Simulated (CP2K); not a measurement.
Consider ammonia dimer at its PBE geometry (Å).

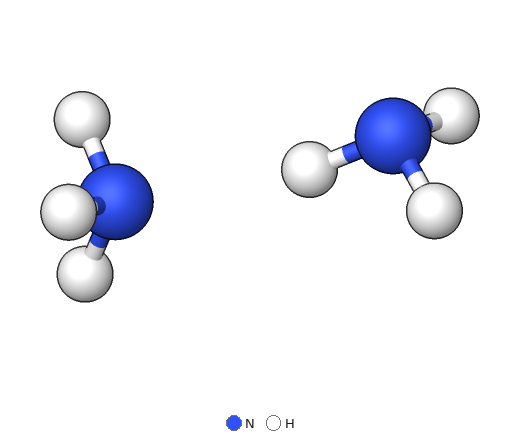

The molecule (nitrogen blue, hydrogen white).

```xyz
8

N    -0.8097   -0.6933   -0.9288
N     0.9483    0.7040    1.3026
H    -0.3891   -1.6245   -0.9568
H    -0.9671   -0.4184   -1.8989
H    -1.7306   -0.8096   -0.5026
H     1.9187    0.8245    1.0036
H     0.6011    1.6445    1.5023
H     0.4282    0.3726    0.4785
```

Method: CP2K XAS_TDP, all-electron GAPW, PBEh(45%), aug-cc-pVDZ, TDA, GW2X-corrected core level, no relativity.

**Question.** Where do the N K-edge lines lie, and how strong are they?

Leading lines: N1 404.66 eV and N2 403.90 eV. The leading line of an atom is its first one with 35 % of the strongest within 2.5 eV of its lowest line over the strength cut. Core ionisation energies at this level: N1 406.32 and N2 405.09 eV.

The first six lines of each atom with a strength over 0.0015:

```tsv
atom	energy (eV)	states	strength, one atom	above the computed threshold
N1 (bonded to 3 H, takes 1 H bond)	403.29	1	0.0068	
	404.66	2	0.0511	
	405.33	1	0.0064	
	406.37	1	0.0036	yes
	406.43	1	0.0016	yes
	406.96	1	0.0113	yes
N2 (bonded to 3 H, gives 1 H bond)	402.77	1	0.0064	
	403.81	1	0.0055	
	403.90	1	0.0199	
	404.71	1	0.0048	
	404.96	1	0.0029	
	405.21	1	0.0029	yes
```

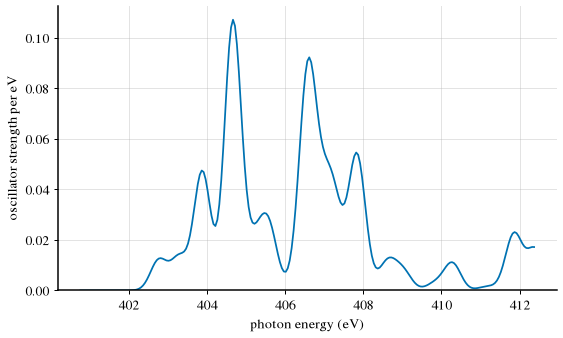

All atoms added, broadened by 0.5 eV.

Lines are vertical, at one geometry, with no vibrational structure. GW2X ionisation energies and lines can be off by 1 to 2 eV either way, and a good line position may hide errors that cancel. These values hold no scalar relativity, about 0.2 eV for N 1s. Rydberg lines, and the discretised continuum above threshold, depend on the basis and the box. This is one low-energy arrangement of the cluster, relaxed without a dispersion correction; others exist.

[Banner, clock and machine lines of the logs are left out without a mark of their own.]

[Logs are printed without paths, hosts, clocks, repeated set-up lines and the standing remarks that a program may print on its own settings, such as how far it seeks lower states.]

[Hosts, paths, dates, database ids (printed as entryN), source tags and the programs' standing remarks are cut or masked in the printed files.]
